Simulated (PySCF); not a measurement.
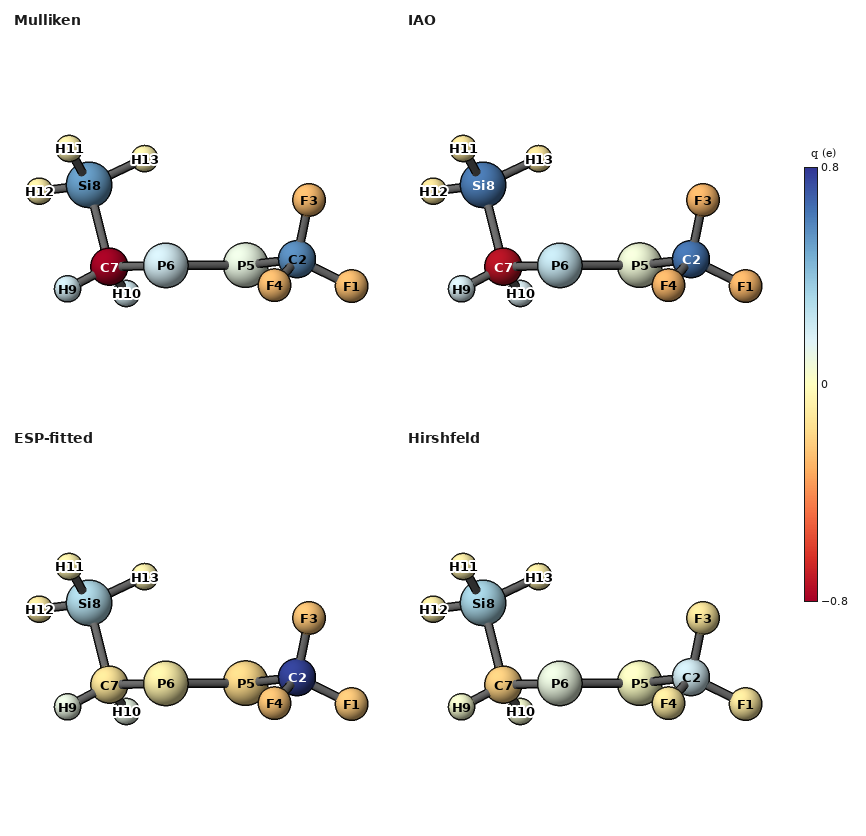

Atomic charges of one calculation by 4 schemes, on one colour scale. The geometry was computed by an optimisation with GFN2-xTB. No frequency run is at hand to confirm it as a minimum. Method: PBE0/pcSseg-1 (PySCF 2.14.0).

### On which atom do the schemes disagree most?

On C7 (from −0.79 to −0.12 e).

List the charges (e), one line for each set of equivalent atoms.

```tsv
atom	Mulliken	IAO	ESP-fitted	Hirshfeld
F1	−0.26	−0.28	−0.23	−0.10
C2	0.56	0.63	0.76	0.20
F3	−0.26	−0.28	−0.24	−0.11
F4	−0.26	−0.28	−0.24	−0.09
P5	0.10	0.07	−0.17	0.02
P6	0.19	0.24	−0.07	0.10
C7	−0.79	−0.73	−0.12	−0.20
Si8	0.51	0.61	0.30	0.32
H9	0.20	0.17	0.10	0.05
H10	0.19	0.17	0.11	0.04
H11	−0.06	−0.11	−0.05	−0.07
H12	−0.07	−0.11	−0.09	−0.07
H13	−0.06	−0.11	−0.05	−0.07
```

The geometry is semi-empirical. Around P, Si such bond lengths and angles can be off by a tenth of an ångström or more and by several degrees, and values that hang on the shape move with them.
